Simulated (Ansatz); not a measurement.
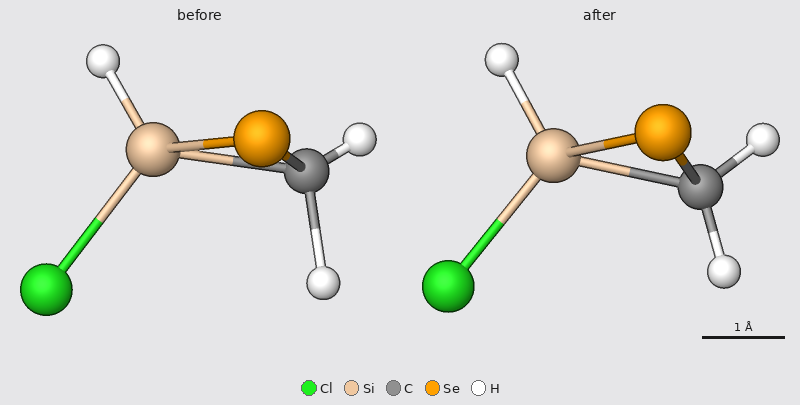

The structure of CH₃ClSeSi before (left) and after (right) a relaxation, at one scale.

Style: ball-and-stick. Shown at a tilt.

Method: Ansatz 0.2.0, RKS B97/aug-cc-pVTZ.

Input file:
```yaml
crystal:
  periodic: [false, false, false]
  atoms:
    - {symbol: Cl, position_ang: [0.837260, -1.735586, -1.713913]}
    - {symbol: Si, position_ang: [0.004874, -0.920574, 0.113730]}
    - {symbol: C, position_ang: [-0.442441, 0.954099, 0.133635]}
    - {symbol: Se, position_ang: [1.122388, 0.369352, 1.302644]}
    - {symbol: H, position_ang: [-1.034406, -1.815219, 0.536193]}
    - {symbol: H, position_ang: [0.438412, 1.520329, -0.824419]}
    - {symbol: H, position_ang: [-1.035399, 1.470334, 0.423572]}
basis:
  gaussian: {orbitals: aug-cc-pVTZ}
hamiltonian: {xc: {name: B97}}
relax: {f_tol: 0.001, max_steps: 3}
output: {forces: true}
```

Command:
```bash
ansatz run in.yaml --threads 2 --pin off --events-out ev --progress --plain --max-ram 4352MiB
```

What changed between the two?

The relaxation stopped without meeting its thresholds, so the last structure isn't shown to be converged. The input was poor on purpose: steps. The largest move after the best rigid fit is that of C3, 0.24 Å. By element the largest moves are C 0.24 Å, H 0.18 Å, Se 0.12 Å, Si 0.11 Å, Cl 0.05 Å. Some distances before and after: C3–H6 1.419 → 1.079 Å, C3–H7 0.838 → 1.079 Å, Si2–Se4 2.080 → 2.232 Å, Cl1–Si2 2.167 → 2.060 Å. Among the angles between lasting bonds that change: Si2–C3–H7 140.1° → 127.8°, Se4–Si2–H5 127.4° → 119.6°, C3–Si2–H5 115.8° → 123.5°. After 2 geometry steps the energy has fallen by 79.7 kcal/mol. Largest force component: 17 eV/Å at the start, 0.3 eV/Å at the end.
